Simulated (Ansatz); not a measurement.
Calculation: PBE (plane waves to 420 eV, PAW; Ansatz, a first-principles code).

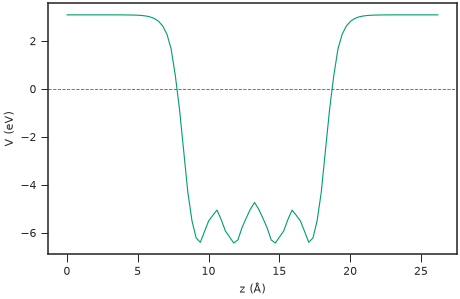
Planar average of the electrostatic potential across the slab, in eV from the Fermi level, for the (31-40) surface of hcp Y in its 1x1 cell, outermost plane spacing 0.59 Å in the ideal cut

Slab: 24 atoms, 10.2 Å thick at the start (thin: gaps and levels are the slab's own); k 7x3x1, smearing 0.1 eV, dipole-corrected; all atoms relaxed; held to the start's symmetry, so lower structures may exist; no spin, no spin-orbit, no U.

The vacuum level lies 3.08 eV above the Fermi level over the top face and 3.08 eV above it under the bottom face.
